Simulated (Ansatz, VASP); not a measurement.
# KTaO3 in two plane-wave programs, part 2 of 2

Wanted: the spread between two codes on one cell, functional and k mesh.  Other levels of theory on this material are compared in a session of their own. Valence electrons are named where the data sets of a main pair hold unlike numbers.

VASP 6.6.1 and Ansatz 0.2.0.

So far. Step 2 (VASP: band structure, r2SCAN): The run ends at a pressure of 1.24 GPa.

### Step 3. Ansatz: band structure, r2SCAN

Level of this step: Ansatz beside VASP: Kohn-Sham DFT, plane waves, r2SCAN (Ansatz).

Ansatz runs on its default PAW (the set named soft_2) files.

The same cell, functional, mesh and smearing now go to Ansatz, which takes its cutoff from its data sets.

input.yaml reads:

```yaml
crystal:
  lattice:
    - [3.9883, 0.0, 0.0]
    - [0.0, 3.9883, 0.0]
    - [0.0, 0.0, 3.9883]
  atoms:
    - { symbol: K, position: [0.5, 0.5, 0.5] }
    - { symbol: Ta, position: [0.0, 0.0, 0.0] }
    - { symbol: O, position: [0.5, 0.0, 0.0] }
    - { symbol: O, position: [0.0, 0.5, 0.0] }
    - { symbol: O, position: [0.0, 0.0, 0.5] }
hamiltonian:
  xc: r2scan
  pseudopotentials: { kind: paw }
kpoints:
  mp_grid: { grid: [4, 4, 4] }
  band_path:
    path:
      - [0.0, 0.0, 0.0]
      - [0.0, 0.1, 0.0]
      - [0.0, 0.2, 0.0]
      - [0.0, 0.3, 0.0]
      - [0.0, 0.43333, 0.0]
      - [0.0, 0.5, 0.0]
      - [0.1, 0.5, 0.0]
      - [0.2, 0.5, 0.0]
      - [0.33333, 0.5, 0.0]
      - [0.43333, 0.5, 0.0]
      - [0.5, 0.5, 0.0]
      - [0.36667, 0.36667, 0.0]
      - [0.26667, 0.26667, 0.0]
      - [0.16667, 0.16667, 0.0]
      - [0.06667, 0.06667, 0.0]
      - [0.03333, 0.03333, 0.03333]
      - [0.13333, 0.13333, 0.13333]
      - [0.23333, 0.23333, 0.23333]
      - [0.33333, 0.33333, 0.33333]
      - [0.46667, 0.46667, 0.46667]
      - [0.5, 0.5, 0.5]
      - [0.46667, 0.5, 0.46667]
      - [0.36667, 0.5, 0.36667]
      - [0.23333, 0.5, 0.23333]
      - [0.13333, 0.5, 0.13333]
      - [0.03333, 0.5, 0.03333]
      - [0.5, 0.5, 0.03333]
      - [0.5, 0.5, 0.16667]
      - [0.5, 0.5, 0.26667]
      - [0.5, 0.5, 0.36667]
      - [0.5, 0.5, 0.5]
    npoints: 1
scf:
  occupations: { method: gaussian, width: 0.02 }
  n_extra_bands: 8
output:
  forces: true
  stress: true
  eigenvalues: true
```

Run with:

```bash
> ansatz run input.yaml --threads 2 --pin off --max-ram 4608MiB --backend cpu --events-out ev --progress --plain --runs-dir out
```

Numbers of over 12 decimals in the logs are rounded to 6 here.

The log of the run:

```text
scf.n_extra_bands = 8 over 20 filled bands (N_el = 40.0): the run solves 28 bands
Engine: ansatz 0.2.0, aarch64-unknown-linux-gnu
Pseudopotentials: kind: paw
Pseudopotential: K, paw, valence charge 9, recommended cutoff 500 eV (meta_gga), K.paw.azcp
Pseudopotential: Ta, paw, valence charge 13, recommended cutoff 500 eV (meta_gga), Ta.paw.azcp
Pseudopotential: O, paw, valence charge 6, recommended cutoff 500 eV (meta_gga), O.paw.azcp
Functional definition: r2SCAN
  parameter k0 = 0.174
  parameter k1 = 0.065
  parameter a1 = 4.9479
  exchange = r2scan_x(k0 = k0, k1 = k1, a1 = a1)
  correlation = r2scan_c
Crystal: 5 atoms, lattice volume = 63.440 Å³
Basis set: ecut = 500 eV, 1575 PW (Γ), exchange–correlation on 120×120×120 points (64 copies of the dense FFT grid, shifted against one another)
Bands: 28, of which v1, the nominal top of the filled ones, is band 20 counted from 1 (19 counted from 0)
Symmetry: 48 space group operations
Space group: Pm-3m (ITA 221), of the structure as read, at distance tolerance 4.0e-5 Å
k-points: 10 of 64
Non-local potential: K, projectors of the file, l = 0: 3, l = 1: 2, l = 2: 2
Non-local potential: Ta, projectors of the file, l = 0: 3, l = 1: 2, l = 2: 2, l = 3: 1
Non-local potential: O, projectors of the file, l = 0: 2, l = 1: 2, l = 2: 1
PAW form: soft (Blöchl's): semilocal exchange-correlation on the pseudo side does not see the compensation charge
PAW frozen core: K, regenerated for the run's functional (the file was generated under x = pbe(κ = 0.804, μ = 0.219515), c = pbe(β = 0.066725))
PAW frozen core: Ta, regenerated for the run's functional (the file was generated under x = pbe(κ = 0.804, μ = 0.219515), c = pbe(β = 0.066725))
PAW frozen core: O, regenerated for the run's functional (the file was generated under x = pbe(κ = 0.804, μ = 0.219515), c = pbe(β = 0.066725))
PAW one-centre angular grid: K, 302 points (default); XC on 160 Gauss nodes
PAW one-centre angular grid: Ta, 590 points (default); XC on 160 Gauss nodes
PAW one-centre angular grid: O, 302 points (default); XC on 160 Gauss nodes
Initial density: superposition of atomic densities (neutral atoms: chi_scale 0, normalization atom), corrected by the library's trained network
Initial wavefunctions: pseudopotential atomic-orbital guess
Functional: x = r2scan, c = r2scan; τ floored in thin density (d = 2e-4 eV/Å³)
SCF iter   1: F=—  HF=-13199.297017 eV  |F-HF|=—  |Δ(HF+E_count)|=         —  Δρ=1.05e-2  dr2=8.34e-2  dr2_τ=2.52e-1  ethr=1.77e-3  ⟨swp⟩=6.4  Hψ=1384  notcnv=0
preconditioner: auto → Resta (q_TF=auto, 2.526 Å⁻¹)  ε∞=3.7  [insulator: Δε(μ)=2.853 eV  Ē_g=15.633 eV  σ=0.020 eV  W_gap=1.00  n_scr=18 (ndim 8)  ℏωp=25.5 eV  f_vac=0.013  D(μ)=0.00/eV (n_scr^D=0)  ε∞_Penn≈3.7]
SCF iter   2: F=—  HF=-13199.363643 eV  |F-HF|=—  |Δ(HF+E_count)|=   6.66e-2  Δρ=5.32e-3  dr2=6.75e-3  dr2_τ=4.24e-3  ethr=2.08e-4  ⟨swp⟩=2.3  Hψ=559  notcnv=0  defer=32
SCF iter   3: F=—  HF=-13199.363937 eV  |F-HF|=—  |Δ(HF+E_count)|=   2.94e-4  Δρ=2.25e-3  dr2=1.88e-3  dr2_τ=2.05e-4  ethr=1.69e-5  ⟨swp⟩=3.0  Hψ=434  notcnv=0  defer=32
SCF iter   4: F=—  HF=-13199.363890 eV  |F-HF|=—  |Δ(HF+E_count)|=   4.69e-5  Δρ=3.01e-4  dr2=3.41e-5  dr2_τ=6.06e-6  ethr=4.71e-6  ⟨swp⟩=2.6  Hψ=436  notcnv=0  defer=32
SCF iter   5: F=—  HF=-13199.363907 eV  |F-HF|=—  |Δ(HF+E_count)|=   1.62e-5  Δρ=9.08e-5  dr2=6.14e-6  dr2_τ=3.63e-7  ethr=8.54e-8  ⟨swp⟩=2.5  Hψ=456  notcnv=0  defer=32
SCF iter   6: F=-13199.363906 eV  HF=-13199.363906 eV  |F-HF|=4.46e-8  |Δ(HF+E_count)|=   6.10e-7  Δρ=1.10e-5  dr2=5.03e-8  dr2_τ=1.47e-8  ethr=2.50e-10  ⟨swp⟩=8.1  Hψ=1481  notcnv=0
SCF 1 converged in 6 iterations: F = -13199.363906 eV  dr2 = 5.03e-8
  greatest PAW one-centre occupation: 0.998 electrons in one spin orbital (limit 2), on the Ta atom at site 1 (counted from 0), in its partial waves of l = 0
NSCF: frozen V_eff on 31 k-points
SCF converged after 6 iterations
Free energy (F): -13199.363906 eV
Harris-Foulkes:  -13199.363906 eV  (|F-HF|=4.46e-8)
Internal energy: -13199.363906 eV  (E = F + TS)
E sigma→0 (E₀):  -13199.363906 eV
Fermi energy:    9.711792 eV
--- Per-component energies (eV) ---
  E_band       = -288.703050
  E_kinetic    = 1149.649351
  E_local      = -2222.499825  (includes V_loc(G=0)·N_el)
  E_nonlocal   = 168.539233
  E_hartree    = 778.198419
  E_xc         = -559.937015
  E_vxc        = -726.523539  (∫ρ·V_xc dr)
  E_paw        = -9690.931484  (= ΣΔE_a)
  E_vpaw       = -256.546285  (= ΣTr[D̂ρ^β])
  E_aug_tail   = 0.003086  (compensation charges beyond the density's cutoff)
  E_vtau       = 42.274014  (kinetic-family band-sum trace: ∫τ·v_τ [+ j·A + Jᵃ·Aᵃ] dr)
  E_ewald      = -2821.337382
  E_core_change = -1.048288  (= ΣΔE_core)
  E_smearing   = -0.000000  (= −TS)
  E_closure    = -0.000000  (closes the sum)
  Σ components = -13199.363906   (vs F -13199.363906, Δ=0.00e0)
--- Forces (eV/Å), atoms counted from 1 ---
  atom   1  K      0.00000000     0.00000000     0.00000000
  atom   2  Ta    -0.00000000     0.00000000     0.00000000
  atom   3  O     -0.00000000    -0.00000000     0.00000000
  atom   4  O      0.00000000     0.00000000     0.00000000
  atom   5  O      0.00000000     0.00000000     0.00000000
  max |Σ_I F_I| component: 5.08e-29 eV/Å
--- Stress (GPa, compression-positive) ---
        0.331105       0.000000       0.000000
        0.000000       0.331105       0.000000
        0.000000       0.000000       0.331105
  P = ⅓ Tr σ = 0.3311 GPa (3.311 kbar)
--- Band table (eV; the first three rows and the last of 10) ---
  k-point 0: bands = [... 16 lower, 7.3182, 7.7651, 7.7651, 7.7651, 11.0187, 11.0187, 11.0187, 15.5660, ... 4 higher]
  k-point 1: bands = [... 16 lower, 6.7261, 7.0851, 7.6010, 7.6010, 11.0930, 12.4871, 12.4871, 15.5842, ... 4 higher]
  k-point 2: bands = [... 16 lower, 6.2651, 6.8697, 7.5330, 7.5330, 11.1704, 13.8442, 13.8442, 15.5980, ... 4 higher]
  k-point 9: bands = [... 16 lower, 4.4656, 8.4049, 8.4049, 8.4049, 15.3245, 15.3245, 15.3245, 18.0710, ... 4 higher]
```

It took 3 s on 2 threads of Arm Neoverse V1, shared host; peak memory 0.42 GiB.

The column dr2 measures how far the density is from self-consistency, as an energy; F and HF (Harris–Foulkes) agree once it is small.

### Step 4. Comparison

Known differences besides the potentials themselves: VASP keeps PBE cores, Ansatz makes them for the functional; the data sets hold 40 valence electrons in Ansatz (on its default PAW (the set named soft_2) files) and 38 in VASP; the cutoff is 500 eV in Ansatz and 520 eV in VASP. Total energies have different zeros and are not compared.

Compared:

```
                                        quantity  Ansatz   VASP  difference
                                  pressure (GPa)    0.33   1.24       -0.91
pressure without Ansatz's Pulay correction (GPa)    0.26   1.24       -0.98
                   gap over the path points (eV)   2.614  2.583      +0.031
```

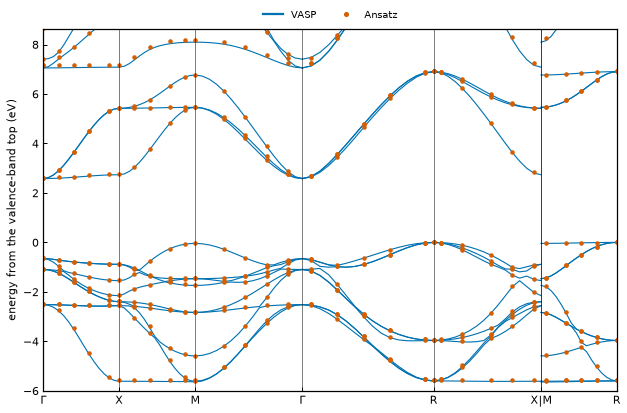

Bands from VASP (lines) and levels from Ansatz (dots). Dots without a line are higher empty bands that the VASP plot leaves out.

Levels at points of the path, from each program's valence-band top (eV; 4 filled, then empty):

```
k (reciprocal lattice)                                  Ansatz                                    VASP
     0.000 0.000 0.000  -1.09 -0.64 -0.64 -0.64 2.61 2.61 2.61  -1.10 -0.65 -0.65 -0.65 2.58 2.58 2.58
     0.000 0.100 0.000  -1.13 -0.95 -0.70 -0.70 2.63 2.92 2.92  -1.14 -0.96 -0.71 -0.71 2.60 2.90 2.90
     0.000 0.200 0.000  -1.47 -1.25 -0.78 -0.78 2.67 3.66 3.66  -1.49 -1.26 -0.79 -0.79 2.63 3.63 3.63
     0.000 0.300 0.000  -1.84 -1.39 -0.83 -0.83 2.71 4.50 4.50  -1.86 -1.40 -0.84 -0.84 2.68 4.48 4.48
     0.000 0.433 0.000  -2.11 -1.52 -0.87 -0.87 2.76 5.32 5.32  -2.12 -1.53 -0.88 -0.88 2.73 5.30 5.30
     0.000 0.500 0.000  -2.14 -1.53 -0.87 -0.87 2.77 5.44 5.44  -2.15 -1.54 -0.89 -0.89 2.73 5.42 5.42
     0.100 0.500 0.000  -1.86 -1.28 -1.09 -1.02 3.06 5.44 5.52  -1.88 -1.29 -1.11 -1.04 3.03 5.43 5.50
     0.200 0.500 0.000  -1.70 -1.35 -1.32 -0.77 3.77 5.45 5.78  -1.72 -1.37 -1.34 -0.77 3.74 5.43 5.76
     0.333 0.500 0.000  -1.60 -1.54 -1.45 -0.25 4.83 5.47 6.33  -1.64 -1.56 -1.46 -0.25 4.81 5.45 6.32
     0.433 0.500 0.000  -1.69 -1.47 -1.45 -0.07 5.36 5.48 6.70  -1.73 -1.48 -1.47 -0.07 5.35 5.46 6.68
```

Among the levels compared at these points, filled levels agree within 43 meV and empty ones within 31 meV. Ansatz's pressure holds a Pulay correction of 0.07 GPa; VASP's holds none.

### Step 5. Outcome

```json
{
  "largest difference of a filled level at the path points (band structure, r2SCAN)": "43 meV",
  "difference in pressure (band structure, r2SCAN)": "-0.91 GPa"
}
```

What this shows: The difference in pressure is -0.91 GPa (band structure, r2SCAN), within the 1 GPa picked in this series as the mark of a large difference. The data sets hold unlike numbers of valence electrons (40 in Ansatz and 38 in VASP), so part of the differences comes from the potentials. 9 further runs of this series are not shown here. How closely two codes agree says nothing of how well the functional describes the real material.

[Lines on the potential files, build, host, timing and source positions are cut from VASP's logs without a mark.]

[Logs are printed without paths, hosts, clocks, repeated set-up lines and the standing remarks that a program may print on its own settings, such as how far it seeks lower states.]

[Hosts, paths, dates, database ids (printed as entryN), source tags and the programs' standing remarks are cut or masked in the printed files.]
